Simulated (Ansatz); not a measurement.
## G0W0 on several functionals: Cs2AgSbBr6 (Fm-3m)

Aim: G0W0 for Cs2AgSbBr6 (Fm-3m) on several starting functionals, at one mesh, band count and screening cutoff.

Method: G0W0 on several functionals, plane waves, PAW, in Ansatz 0.2.0.

In doubt: one-shot GW on d or f shells is unsure, so the values of those runs are not to be relied on.

**1. The structure**

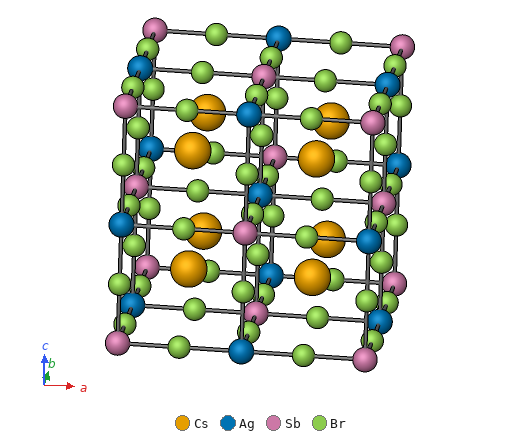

The cell as given, slightly off an axis (caesium orange, silver blue, antimony pink, bromine green). This picture shows the conventional cell, with its axes. Some periodic images of atoms are drawn too.

The cell and positions are those that the Materials Project relaxed with its own functionals (PBE, PBE+U or r2SCAN), kept fixed. Spin-orbit coupling is left out unless a step names it.

**2. G0W0 on r2SCAN**

Now the one-shot GW correction: screening in the RPA, then the self-energy of the levels asked for. This step takes PAW set soft_1 files.

This step: G0W0 on r2SCAN, plane waves, PAW; PAW set soft_1.

The input, input.yaml:

```yaml
crystal:
  lattice:
    - [0.0, 5.689253, 5.689253]
    - [5.689253, 0.0, 5.689253]
    - [5.689253, 5.689253, 0.0]
  atoms:
    - { symbol: Cs, position: [0.75, 0.75, 0.75] }
    - { symbol: Cs, position: [0.25, 0.25, 0.25] }
    - { symbol: Ag, position: [0.5, 0.5, 0.5] }
    - { symbol: Sb, position: [0.0, 0.0, 0.0] }
    - { symbol: Br, position: [0.751554, 0.248446, 0.248446] }
    - { symbol: Br, position: [0.248446, 0.248446, 0.751554] }
    - { symbol: Br, position: [0.248446, 0.751554, 0.751554] }
    - { symbol: Br, position: [0.248446, 0.751554, 0.248446] }
    - { symbol: Br, position: [0.751554, 0.248446, 0.751554] }
    - { symbol: Br, position: [0.751554, 0.751554, 0.248446] }
kpoints:
  mp_grid: { grid: [2, 2, 2] }
hamiltonian:
  xc: r2scan
  pseudopotentials: { kind: paw, azcp: { folder: soft_1 } }
scf:
  occupations: { method: fixed }
gw:
  n_empty_bands: 1099
  ecut_chi: 120.0
  qp_bands: [v3, c3]
  qp_kpoints: band_edges
  screening: { model: contour_deformation }
```

On the command line:

```
$ ansatz run input.yaml --threads 3 --pin off --max-ram 92160MiB --backend cuda --events-out ev --progress --plain --runs-dir out --devices 1 --max-vram 13GiB
```

Numbers of over 12 decimals in the logs are rounded to 6 here.

Log:

```text
GPUs: using 1 of 1 available (devices: 1).
Engine: ansatz 0.2.0, x86_64-unknown-linux-gnu
Pseudopotentials: kind: paw
Pseudopotential: Cs, paw, valence charge 9, recommended cutoff 500 eV (meta_gga), soft_1/Cs.paw.azcp
Pseudopotential: Ag, paw, valence charge 19, recommended cutoff 500 eV (meta_gga), soft_1/Ag.paw.azcp
Pseudopotential: Sb, paw, valence charge 15, recommended cutoff 500 eV (meta_gga), soft_1/Sb.paw.azcp
Pseudopotential: Br, paw, valence charge 7, recommended cutoff 500 eV (meta_gga), soft_1/Br.paw.azcp
Functional definition: r2SCAN
  parameter k0 = 0.174
  parameter k1 = 0.065
  parameter a1 = 4.9479
  exchange = r2scan_x(k0 = k0, k1 = k1, a1 = a1)
  correlation = r2scan_c
device memory: the entry about to start is reckoned to put 4.1 GiB on a device that reports 16.7 GiB free (of which the cap on the GPU budget leaves the run 13.0 GiB)
GPU FFT provider: cuFFT
GPU libraries: cuBLAS 13.8.2, cuFFT 12.4.0, cuSOLVER 12.3.4
Crystal: 10 atoms, lattice volume = 368.295 Å³
Basis set: ecut = 500 eV, 9377 PW (Γ), exchange–correlation on 240×240×240 points (64 copies of the dense FFT grid, shifted against one another)
Bands: 57, of which v1, the nominal top of the filled ones, is band 47 counted from 1 (46 counted from 0)
Symmetry: 48 space group operations
Space group: Fm-3m (ITA 225), of the structure as read, at distance tolerance 7.2e-5 Å
k-points: 3 of 8
Non-local potential: Cs, projectors of the file, l = 0: 3, l = 1: 2, l = 2: 2, l = 3: 2
Non-local potential: Ag, projectors of the file, l = 0: 3, l = 1: 2, l = 2: 2, l = 3: 1
Non-local potential: Sb, projectors of the file, l = 0: 2, l = 1: 2, l = 2: 2, l = 3: 1
Non-local potential: Br, projectors of the file, l = 0: 2, l = 1: 2, l = 2: 2
PAW form: soft (Blöchl's): semilocal exchange-correlation on the pseudo side does not see the compensation charge
PAW frozen core: Cs, regenerated for the run's functional (the file was generated under x = pbe(κ = 0.804, μ = 0.219515), c = pbe(β = 0.066725))
PAW frozen core: Ag, regenerated for the run's functional (the file was generated under x = pbe(κ = 0.804, μ = 0.219515), c = pbe(β = 0.066725))
PAW frozen core: Sb, regenerated for the run's functional (the file was generated under x = pbe(κ = 0.804, μ = 0.219515), c = pbe(β = 0.066725))
PAW frozen core: Br, regenerated for the run's functional (the file was generated under x = pbe(κ = 0.804, μ = 0.219515), c = pbe(β = 0.066725))
PAW one-centre angular grid: Cs, 302 points (default); XC on 160 Gauss nodes
PAW one-centre angular grid: Ag, 590 points (default); XC on 160 Gauss nodes
PAW one-centre angular grid: Sb, 590 points (default); XC on 160 Gauss nodes
PAW one-centre angular grid: Br, 302 points (default); XC on 160 Gauss nodes
Initial density: superposition of atomic densities (chi_scale 0.1, normalization cell, long waves kept (reshape's long-wave potential 0.00 eV rms))
Initial wavefunctions: pseudopotential atomic-orbital guess
GPU buffer pool allocated for 216000 grid points (all kernels)
GPU transforms: local potential and band sums: pruned to the plane-wave sphere, on 60×60×60
Functional: x = r2scan, c = r2scan; τ floored in thin density (d = 2e-4 eV/Å³)
SCF iter   1: F=—  HF=-42246.991110 eV  |F-HF|=—  |Δ(HF+E_count)|=         —  Δρ=2.89e-2  dr2=6.10e0  dr2_τ=3.77e-2  ethr=3.10e-3  ⟨swp⟩=5.0  Hψ=569  notcnv=0  defer=19
preconditioner: auto → Resta (q_TF=auto, 2.173 Å⁻¹)  ε∞=3.4  [insulator: Δε(μ)=1.256 eV  Ē_g=10.549 eV  n_scr=58 (ndim 8)  ℏωp=16.4 eV  f_vac=0.012  ε∞_Penn≈3.4]
SCF iter   2: F=—  HF=-42245.320761 eV  |F-HF|=—  |Δ(HF+E_count)|=    1.67e0  Δρ=1.17e-2  dr2=1.23e0  dr2_τ=5.80e-2  ethr=3.10e-3  ⟨swp⟩=3.0  Hψ=362  notcnv=0  defer=20
SCF iter   3: F=—  HF=-42244.899576 eV  |F-HF|=—  |Δ(HF+E_count)|=   4.21e-1  Δρ=4.73e-3  dr2=2.55e-1  dr2_τ=8.55e-3  ethr=1.31e-3  ⟨swp⟩=3.0  Hψ=327  notcnv=0  defer=22
SCF iter   4: F=—  HF=-42244.791222 eV  |F-HF|=—  |Δ(HF+E_count)|=   1.08e-1  Δρ=1.70e-3  dr2=2.12e-2  dr2_τ=6.64e-4  ethr=2.71e-4  ⟨swp⟩=2.7  Hψ=278  notcnv=0  defer=23
SCF iter   5: F=—  HF=-42244.791442 eV  |F-HF|=—  |Δ(HF+E_count)|=   2.20e-4  Δρ=6.59e-4  dr2=1.58e-3  dr2_τ=7.49e-5  ethr=2.25e-5  ⟨swp⟩=2.7  Hψ=292  notcnv=0  defer=22
SCF iter   6: F=—  HF=-42244.792016 eV  |F-HF|=—  |Δ(HF+E_count)|=   5.73e-4  Δρ=1.19e-4  dr2=6.04e-5  dr2_τ=4.29e-6  ethr=1.68e-6  ⟨swp⟩=2.0  Hψ=313  notcnv=0  defer=22
SCF iter   7: F=—  HF=-42244.792051 eV  |F-HF|=—  |Δ(HF+E_count)|=   3.55e-5  Δρ=3.09e-5  dr2=6.57e-6  dr2_τ=3.81e-7  ethr=6.42e-8  ⟨swp⟩=2.0  Hψ=292  notcnv=0  defer=21
SCF iter   8: F=—  HF=-42244.792052 eV  |F-HF|=—  |Δ(HF+E_count)|=   1.13e-6  Δρ=8.80e-6  dr2=3.16e-7  dr2_τ=1.96e-8  ethr=6.98e-9  ⟨swp⟩=2.0  Hψ=283  notcnv=0  defer=21
SCF iter   9: F=-42244.792052 eV  HF=-42244.792052 eV  |F-HF|=6.76e-9  |Δ(HF+E_count)|=   1.04e-7  Δρ=1.66e-6  dr2=8.33e-9  dr2_τ=6.43e-10  ethr=1.06e-10  ⟨swp⟩=17.0  Hψ=940  notcnv=0
SCF 1 converged in 9 iterations: F = -42244.792052 eV  dr2 = 8.33e-9
  greatest PAW one-centre occupation: 1.002 electrons in one spin orbital (limit 2), on the Ag atom at site 2 (counted from 0), in its partial waves of l = 0
device memory: the entry about to start is reckoned to put 4.6 GiB (of the 4.8 GiB reckoned in all, the device holds 0.1 GiB already) on a device that reports 16.4 GiB free (of which the cap on the GPU budget leaves the run 12.9 GiB)
NSCF: frozen V_eff on 3 k-points
the band table was solved once the SCF had ended and its energy, with any forces and stress, was formed, with the checks that follow a solve (738 applications of the Hamiltonian). They found nothing against the state; the energy, forces and stress were not computed again (output.eigenvalues in the input reference)
device memory: the entry about to start is reckoned to put 9.4 GiB on a device that reports 16.5 GiB free (of which the cap on the GPU budget leaves the run 13.0 GiB)
NSCF: frozen V_eff on 3 k-points
G₀W₀ screening: q 1/3
[... further progress lines ...]
device memory: the entry about to start is reckoned to put 0.9 GiB on a device that reports 16.4 GiB free (of which the cap on the GPU budget leaves the run 13.0 GiB)
NSCF: frozen V_eff on 1 k-points
device memory: the entry about to start is reckoned to put 0.9 GiB on a device that reports 16.4 GiB free (of which the cap on the GPU budget leaves the run 13.0 GiB)
NSCF: frozen V_eff on 1 k-points
SCF converged after 9 iterations
Free energy (F): -42244.792052 eV
Harris-Foulkes:  -42244.792052 eV  (|F-HF|=6.76e-9)
Internal energy: -42244.792052 eV  (E = F + TS)
E sigma→0 (E₀):  -42244.792052 eV
Fermi energy:    3.751566 eV
--- Per-component energies (eV) ---
  E_band       = -971.752152
  E_kinetic    = 1706.992225
  E_local      = -8314.326783  (includes V_loc(G=0)·N_el)
  E_nonlocal   = 773.865939
  E_hartree    = 3523.415839
  E_xc         = -1681.761941
  E_vxc        = -1335.991609  (∫ρ·V_xc dr)
  E_paw        = -32732.836406  (= ΣΔE_a)
  E_vpaw       = -920.041501  (= ΣTr[D̂ρ^β])
  E_aug_tail   = 0.000177  (compensation charges beyond the density's cutoff)
  E_vtau       = 70.922907  (kinetic-family band-sum trace: ∫τ·v_τ [+ j·A + Jᵃ·Aᵃ] dr)
  E_ewald      = -5519.288455
  E_core_change = -0.852649  (= ΣΔE_core)
  E_smearing   = -0.000000  (= −TS)
  E_closure    = -0.000000  (closes the sum)
  Σ components = -42244.792052   (vs F -42244.792052, Δ=0.00e0)
--- Band table (eV) ---
  k-point 0: bands = [... 43 lower, 2.3175, 2.3175, 2.6874, 2.6874, 5.9743, 5.9743, 5.9743, 7.7717, ... 6 higher]
  k-point 1: bands = [... 43 lower, 2.0397, 2.2313, 2.2313, 2.5980, 4.9361, 7.1507, 7.1507, 9.0799, ... 6 higher]
  k-point 2: bands = [... 43 lower, 1.9847, 2.3033, 2.6828, 3.7516, 6.3677, 6.3677, 6.6618, 8.1329, ... 6 higher]
--- G₀W₀: contour deformation, 7 samples at zero and on the imaginary axis and 1 off it, 8 q-points, 1099 empty bands' worth ---
  eigenvalues of the whole cell's RPA ε∞ on this k-mesh (on a slab, of 1 + 4πα/V) = 5.2672, 5.2672, 5.2672; static W/v taken at q = 0 is 0.189854
  bands read: the sum over 1146 bands ends inside a degenerate multiplet in 1 slot, whose members it reads at an even weight; the widest, k=1: bands 1146 to 1147 (counted from 1) at 1/2 each
  gw.qp_kpoints: band_edges: 3 of 3 stored k-points solved, in 1 pass; an edge of the gap read off the rows below is read off those points alone
    ik  band        ε_KS         Σx   Σc(E_QP)       V_xc       Z   E_QP_lin       E_QP  E_QP is
     0    45      2.3175   -19.8345     2.6121   -16.4068  0.7453     1.4822     1.5020  root
     0    46      2.6874   -26.6847     3.1865   -22.9796  0.7389     2.1614     2.1687  root
     0    47      2.6874   -26.6847     3.1865   -22.9796  0.7389     2.1614     2.1687  root
     0    48      5.9743    -9.4911    -3.5013   -13.3210  0.7726     6.3052     6.3029  root
     0    49      5.9743    -9.4911    -3.5013   -13.3210  0.7726     6.3052     6.3029  root
     0    50      5.9743    -9.4911    -3.5013   -13.3210  0.7726     6.3052     6.3029  root
     1    45      2.2313   -22.7380     2.9780   -19.0721  0.7359     1.5230     1.5434  root
     1    46      2.2313   -22.7380     2.9780   -19.0721  0.7359     1.5230     1.5434  root
     1    47      2.5980   -18.3167     1.3811   -16.3611  0.7572     2.0158     2.0235  root
     1    48      4.9361    -9.3512    -3.5174   -13.1609  0.7792     5.2298     5.2283  root
     1    49      7.1507   -12.1498    -3.5899   -16.1707  0.7409     7.5912     7.5816  root
     1    50      7.1507   -12.1498    -3.5899   -16.1707  0.7409     7.5912     7.5816  root
     2    45      2.3033   -19.7859     2.6079   -16.3620  0.7453     1.4674     1.4873  root
     2    46      2.6828   -26.6977     3.1940   -22.9843  0.7383     2.1560     2.1634  root
     2    47      3.7516   -23.0740     1.8616   -20.7456  0.7587     3.2803     3.2847  root
     2    48      6.3677   -10.1684    -3.5963   -14.1342  0.7644     6.7404     6.7372  root
     2    49      6.3677   -10.1684    -3.5963   -14.1342  0.7644     6.7404     6.7372  root
     2    50      6.6618   -10.5424    -3.6896   -14.6329  0.7579     7.0669     7.0627  root
```

Run time: 26 s. Hardware: 1 × NVIDIA H100 80GB HBM3 (shared by 6 runs) with 3 threads of AMD EPYC 7R13 (Zen 3), shared host; peak memory 3.2 GiB; 43 s of CPU time.

This step gave:

```yaml
bands_summed: 1146
rpa_eps_infinity_on_this_mesh_eigenvalues: 5.267, 5.267, 5.267
plane_waves_in_the_screening_matrix: 1067
q_points_in_the_mesh: 8
g0w0_gap_on_the_mesh: 1.944 eV
k_of_the_valence_top: 0, -0.5, -0.5
k_of_the_conduction_bottom: 0, 0, -0.5
starting_gap_on_the_mesh: 1.184 eV
z_at_the_valence_top: 0.7587
z_at_the_conduction_bottom: 0.7792
least_direct_g0w0_gap_on_the_computed_points: 3.205 eV
```

The gap on the mesh goes from 1.18 eV to 1.94 eV, a correction of +0.76 eV. Between the two edge states, bare exchange in place of the xc potential would open the gap by 6.14 eV, and correlation takes back 5.38 eV.

(Continued in part 2 of 2.)

[Paths, hosts, dates, memory and timing lines, banners, echoed tables and standing remarks are left out of the program output.]

[Logs are printed without paths, hosts, clocks, repeated set-up lines and the standing remarks that a program may print on its own settings, such as how far it seeks lower states.]

[Runs of the session that timed out or met a known fault of the program may be left out.]

[Cells called generated may have been cut or substituted from an entry of the Crystallography Open Database or the Materials Project.]

[Hosts, paths, dates, database ids (printed as entryN), source tags and the programs' standing remarks are cut or masked in the printed files.]
